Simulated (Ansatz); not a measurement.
# H₇N₂OScSi: basis-set convergence

How large a basis does H₇N₂OScSi need? Two functionals are run in growing sets.

Program: Ansatz 0.2.0, Gaussian basis. Level of theory: one geometry, several basis sets. These are calculated values, not measurements.

Levels to be run: PBE0-D4/def2-SVP; ωB97M-V/def2-SVP; PBE0-D4/def2-QZVPP; ωB97M-V/def2-QZVPP; the functionals' def2-TZVPP values are taken from earlier runs.

## Step 1: Structure used throughout

The geometry comes from an earlier relaxation with PBE0-D4 in a triple-zeta def2 set; it is a stationary point, not always the lowest conformer.

SMILES `[NH2][Sc]([NH2])[O][SiH3]`, 12 atoms, charge 0, spin multiplicity 1.

Atoms are counted from 1 here; the program's logs count them from 0.

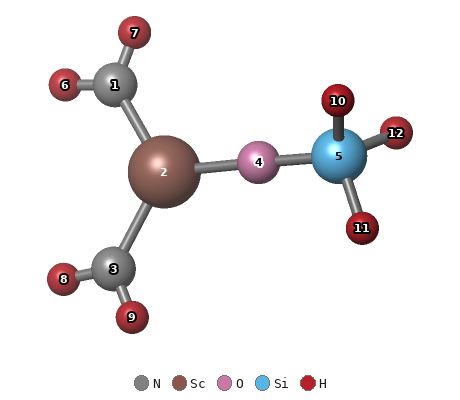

The structure; nitrogen grey, scandium brown, oxygen pink, silicon blue, hydrogen red; atoms are numbered from 1 in the order of the file.

## Step 2: PBE0-D4 in def2-SVP

Input file in.yaml:

```yaml
crystal:
  periodic: [false, false, false]
  atoms:
    - {symbol: N, position_ang: [-1.018324, 1.783115, 1.499620]}
    - {symbol: Sc, position_ang: [-0.215631, 0.096695, 0.825144]}
    - {symbol: N, position_ang: [0.070818, -1.397956, 2.100264]}
    - {symbol: O, position_ang: [0.265479, -0.088510, -1.009944]}
    - {symbol: Si, position_ang: [0.676637, -0.274106, -2.569105]}
    - {symbol: H, position_ang: [-1.305662, 1.967014, 2.453280]}
    - {symbol: H, position_ang: [-1.219376, 2.617775, 0.963383]}
    - {symbol: H, position_ang: [-0.154640, -1.393977, 3.087640]}
    - {symbol: H, position_ang: [0.466823, -2.305586, 1.890180]}
    - {symbol: H, position_ang: [1.653052, 0.771040, -2.988586]}
    - {symbol: H, position_ang: [1.302151, -1.607093, -2.802193]}
    - {symbol: H, position_ang: [-0.521339, -0.168410, -3.449672]}
basis:
  gaussian: {orbitals: def2-SVP}
hamiltonian: {xc: pbe0, dispersion: d4}
output: {orbitals: {seedname: orbitals}}
```

Run with:

```
> ansatz run in.yaml --threads 4 --pin off --events-out ev --progress --plain --max-ram 11315MiB
```

The program printed:

```text
Functional definition: PBE0
  name "PBE0"
  cite "Adamo & Barone, J. Chem. Phys. 110, 6158 (1999) doi:10.1063/1.478522"
  cite "Perdew, Burke & Ernzerhof, Phys. Rev. Lett. 77, 3865 (1996) doi:10.1103/PhysRevLett.77.3865"
  parent pbe
  parameter a = 0.25
  parameter kappa = 0.804
  parameter beta = 0.06672455060314922
  exchange = (1 - a)*pbe_x(kappa = kappa, mu = beta*pi^2/3) + a*exact_x
  correlation = pbe_c(beta = beta)
1287 factors; integrals over basis functions are off by at most 1.2e-3 eV
mean field evaluation 1: about -33681.5318 eV, gradient 9.6e1 eV
mean field evaluation 2: about -33525.5423 eV, gradient 2.8e2 eV
mean field evaluation 4: about -33699.2828 eV, gradient 1.4e1 eV
mean field evaluation 8: about -33699.9616 eV, gradient 1.3e0 eV
mean field evaluation 16: about -33699.9661 eV, gradient 2.1e-4 eV
mean field -33699.96607931 eV, -1238.4509107573 hartree, gradient 2.9e-5 eV, S^2 0.000000; 0 other end points of the search recorded, 0 dependent functions left out
reference -33699.96613720 eV, -1238.4509128846 hartree; 32, 32 occupied and 94, 94 virtual orbitals, 1287 factors
Total energy: -33700.15970252 eV, -1238.4580262790 hartree
```

Wall time 1.9 s (4 threads of Intel Xeon Platinum 8259CL at 2.50GHz, shared host); peak memory 0.31 GiB.

## Step 3: ωB97M-V in def2-SVP

in.yaml: that of step 2 with these lines changed.

```diff
@@ -17,3 +17,3 @@
   gaussian: {orbitals: def2-SVP}
-hamiltonian: {xc: pbe0, dispersion: d4}
+hamiltonian: {xc: {name: wB97M-V}}
 output: {orbitals: {seedname: orbitals}}
```

Launched as before.

The program printed, shortened:

```text
Functional definition: wB97M-V
  name "wB97M-V"
  cite "Mardirossian & Head-Gordon, J. Chem. Phys. 144, 214110 (2016) doi:10.1063/1.4952647"
  cite "Becke, J. Chem. Phys. 107, 8554 (1997) doi:10.1063/1.475007"
  cite "Vydrov & Van Voorhis, J. Chem. Phys. 133, 244103 (2010) doi:10.1063/1.3521275"
  # Of w^i u^j: cxij and so on, Table III.
[...]
  gx(w, u) = 1 - cx + cx01*u + cx10*w
  gss(w, u) = css00 + css04*u^4 + css10*w + css20*w^2 + css43*w^4*u^3
  gos(w, u) = cos00 + cos10*w + (cos20 + cos21*u)*w^2 + (cos60 + cos61*u)*w^6
[...]
      + integral(e_c_pw_mod_opposite_spin*gos(b97_w_opposite, b97_u_opposite)) + vv10(b, c)
1287 factors; integrals over basis functions are off by at most 1.2e-3 eV
355 factors; integrals over basis functions are off by at most 8.8e-6 eV
[...]
mean field -33710.27302895 eV, -1238.8296841702 hartree, gradient 3.1e-5 eV, S^2 0.000000; 0 other end points of the search recorded, 0 dependent functions left out
reference -33710.27312273 eV, -1238.8296876167 hartree; 32, 32 occupied and 94, 94 virtual orbitals, 1287 factors
Total energy: -33710.27312273 eV, -1238.8296876167 hartree
```

It took 7.5 s on 4 threads of Intel Xeon Platinum 8259CL at 2.50GHz, shared host; peak memory 0.49 GiB.

## Step 4: PBE0-D4 in def2-QZVPP

in.yaml: that of step 3 with these lines changed.

```diff
@@ -16,4 +16,4 @@
 basis:
-  gaussian: {orbitals: def2-SVP}
-hamiltonian: {xc: {name: wB97M-V}}
+  gaussian: {orbitals: "def2-QZVPP.json"}
+hamiltonian: {xc: pbe0, dispersion: d4}
 output: {orbitals: {seedname: orbitals}}
```

The command is unchanged.

The program printed:

```text
Functional definition: PBE0
  name "PBE0"
  cite "Adamo & Barone, J. Chem. Phys. 110, 6158 (1999) doi:10.1063/1.478522"
  cite "Perdew, Burke & Ernzerhof, Phys. Rev. Lett. 77, 3865 (1996) doi:10.1103/PhysRevLett.77.3865"
  parent pbe
  parameter a = 0.25
  parameter kappa = 0.804
  parameter beta = 0.06672455060314922
  exchange = (1 - a)*pbe_x(kappa = kappa, mu = beta*pi^2/3) + a*exact_x
  correlation = pbe_c(beta = beta)
1884 factors; their error is unknown
mean field evaluation 1: about -33690.2524 eV, gradient 1.1e2 eV
mean field evaluation 2: about -33547.0254 eV, gradient 2.9e2 eV
mean field evaluation 4: about -33712.3531 eV, gradient 1.4e1 eV
mean field evaluation 8: about -33712.8028 eV, gradient 5.6e-2 eV
mean field evaluation 16: about -33712.8740 eV, gradient 4.0e-5 eV
mean field -33712.87403741 eV, -1238.9252694679 hartree, gradient 4.0e-5 eV, S^2 0.000000; 0 other end points of the search recorded, 0 dependent functions left out
reference -33712.87409755 eV, -1238.9252716781 hartree; 32, 32 occupied and 512, 512 virtual orbitals, 1884 factors
Total energy: -33713.06766287 eV, -1238.9323850725 hartree
```

Run time: 12 s. Hardware: 4 threads of Intel Xeon Platinum 8259CL at 2.50GHz, shared host; peak memory 2.3 GiB.

## Step 5: ωB97M-V in def2-QZVPP

in.yaml: that of step 4 with these lines changed.

```diff
@@ -17,3 +17,3 @@
   gaussian: {orbitals: "def2-QZVPP.json"}
-hamiltonian: {xc: pbe0, dispersion: d4}
+hamiltonian: {xc: {name: wB97M-V}}
 output: {orbitals: {seedname: orbitals}}
```

Same command.

The program printed, shortened:

```text
Functional definition: wB97M-V
  name "wB97M-V"
  cite "Mardirossian & Head-Gordon, J. Chem. Phys. 144, 214110 (2016) doi:10.1063/1.4952647"
  cite "Becke, J. Chem. Phys. 107, 8554 (1997) doi:10.1063/1.475007"
  cite "Vydrov & Van Voorhis, J. Chem. Phys. 133, 244103 (2010) doi:10.1063/1.3521275"
  # Of w^i u^j: cxij and so on, Table III.
[...]
  gx(w, u) = 1 - cx + cx01*u + cx10*w
  gss(w, u) = css00 + css04*u^4 + css10*w + css20*w^2 + css43*w^4*u^3
  gos(w, u) = cos00 + cos10*w + (cos20 + cos21*u)*w^2 + (cos60 + cos61*u)*w^6
[...]
      + integral(e_c_pw_mod_opposite_spin*gos(b97_w_opposite, b97_u_opposite)) + vv10(b, c)
1818 factors; their error is unknown
484 factors; integrals over basis functions are off by at most 2.7e-5 eV
[...]
mean field -33723.30875702 eV, -1239.3087383406 hartree, gradient 6.2e-5 eV, S^2 0.000000; 0 other end points of the search recorded, 0 dependent functions left out
reference -33723.30885399 eV, -1239.3087419044 hartree; 32, 32 occupied and 512, 512 virtual orbitals, 1818 factors
Total energy: -33723.30885399 eV, -1239.3087419044 hartree
```

It took 27 s on 4 threads of Intel Xeon Platinum 8259CL at 2.50GHz, shared host; peak memory 2.8 GiB.

## Step 6: Functionals by basis

The def2-TZVPP values come from earlier runs at the same geometry.

```csv
functional,basis,functions,energy (eV),from the largest (eV),HOMO (eV),LUMO (eV)
PBE0-D4,def2-SVP,126,-33700.1597,12.908,-6.62,-1.17
PBE0-D4,def2-TZVPP,297,-33712.0727,0.995,-7.01,-1.42
PBE0-D4,def2-QZVPP,544,-33713.0677,0.000,-7.04,-1.44
ωB97M-V,def2-SVP,126,-33710.2731,13.036,-9.02,0.10
ωB97M-V,def2-TZVPP,297,-33722.3903,0.919,-9.41,0.00
ωB97M-V,def2-QZVPP,544,-33723.3089,0.000,-9.44,-0.13
```

## Step 7: Summary of results

```
                                       quantity           value
PBE0-D4: double and triple zeta above quadruple  12.91, 0.99 eV
ωB97M-V: double and triple zeta above quadruple  13.04, 0.92 eV
```

In words: For PBE0-D4 the step from double to triple zeta gains 11.91 eV and the next only 0.99 eV. Total energies overstate the basis error of differences, where much of it tends to cancel.

For PBE0-D4 the largest set took about 6 times as long as the smallest (12 s against 1.9 s).
